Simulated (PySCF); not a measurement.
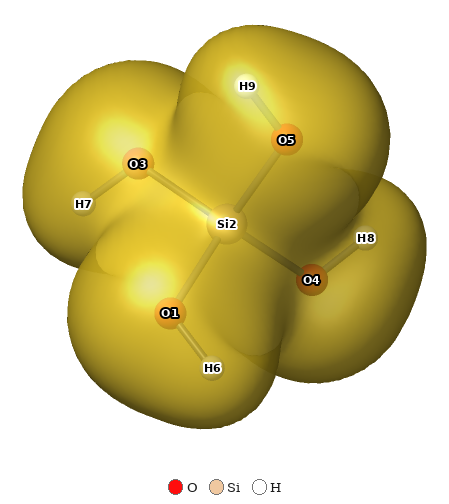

*H4O4Si (SMILES O[Si](O)(O)O). Isosurface of the electron density at 0.05 e/Å³ (yellow), seen across its widest extent.*

Geometry: PBE0-D3(BJ)/def2-TZVP.

Theory: PBE0/pcSseg-2, SCF density, gas phase, non-relativistic in PySCF.

```xyz
9

O     0.4463    1.2857   -0.9017
Si    0.0058   -0.0024   -0.0042
O     1.2347   -1.0709   -0.0995
O    -1.4250   -0.5106   -0.5997
O    -0.2330    0.2857    1.5834
H    -0.2560    1.8760   -1.1777
H     1.6876   -1.1261   -0.9420
H    -1.9535   -1.0677   -0.0269
H     0.5505    0.3129    2.1344
```

> What does this surface tell about the bonding?

At this value the surface is in one piece. It bridges the sampled Si–O (1.63 Å) and O–H (0.96 Å) contacts, where the density stays above the isovalue. On the grid the lowest density along these lines, outside the cores, is 1.1 e/Å³ (Si–O, 1.63 Å) and 2.5 e/Å³ (O–H, 0.96 Å).
